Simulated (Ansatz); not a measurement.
The calculation's input:

```
crystal:
  periodic: [false, false, false]
  atoms:
    - { symbol: Ge, position_ang: [-1.8039, -0.0454, -0.1311] }
    - { symbol: O, position_ang: [-0.1501, 0.0713, 1.2696] }
    - { symbol: H, position_ang: [-1.8906, -1.4314, -0.6813] }
    - { symbol: H, position_ang: [-2.748, -0.001, 1.097] }
    - { symbol: H, position_ang: [-2.014, 1.2547, -0.8509] }
    - { symbol: H, position_ang: [0.96, -0.1187, -1.0729] }
    - { symbol: F, position_ang: [-0.1754, -0.0411, -1.4735] }
    - { symbol: H, position_ang: [1.0026, -0.0384, 0.7235] }
    - { symbol: "N", position_ang: [1.9649, -0.1525, -0.1964] }
    - { symbol: H, position_ang: [-0.2, 0.9139, 1.7193] }
    - { symbol: H, position_ang: [2.6052, 0.6215, -0.2419] }
    - { symbol: H, position_ang: [2.4494, -1.0329, -0.1614] }
basis:
  gaussian: { orbitals: def2-SVP }
hamiltonian:
  xc: pbe0
  dispersion: d4
relax:
  f_tol: 0.15
  max_steps: 25
  restrain:
    - { distance: [0, 6], at: 1.77, k: 30.0 }
    - { distance: [5, 8], at: 1.02, k: 30.0 }
    - { distance: [7, 1], at: 0.97, k: 30.0 }
    - { distance: [0, 1], at: 3.16, k: 30.0 }
    - { distance: [5, 6], at: 2.18, k: 30.0 }
    - { distance: [7, 8], at: 2.32, k: 30.0 }
output:
  orbitals: {}
```

Command:

```sh
ansatz run input.yaml --threads 2 --pin off --max-ram 3072MiB --backend cpu --events-out ev --progress --plain --runs-dir out
```

The fields are those of the run's last geometry, not of the input's.

Method: RKS PBE0-D4/def2-SVP in Ansatz.

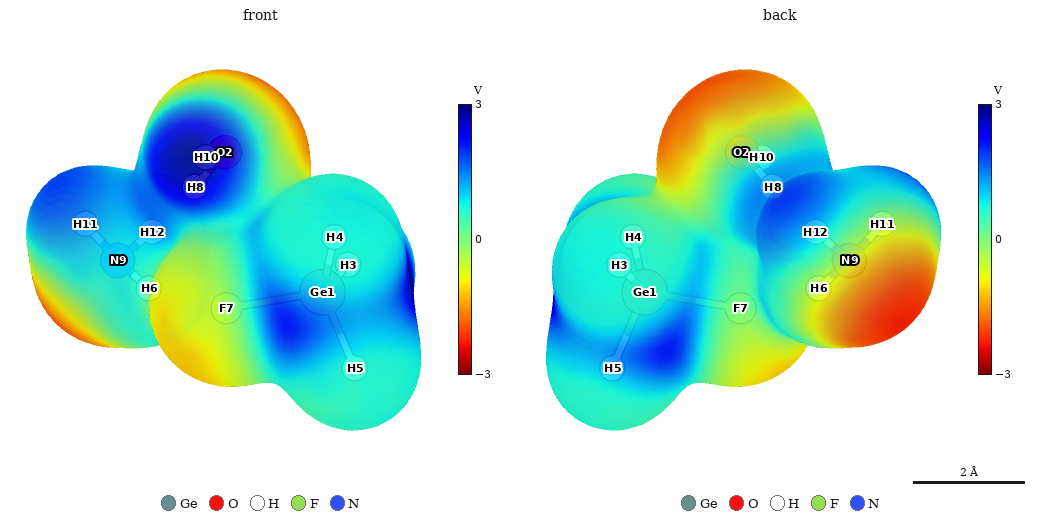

FGeH$_{3}$···H$_{2}$O···NH$_{3}$. The molecular electrostatic potential painted on the density surface at 0.004 e/bohr³, seen from the front and from behind; red is negative and blue positive.

Where is the surface potential most negative and most positive?

The most negative region (about −2.3 V, or −53 kcal/mol for a unit charge) lies over N9, the most positive (about +2.9 V, or +67 kcal/mol for a unit charge) over Ge1 and H10. N9 is the likeliest acceptor of a hydrogen bond.
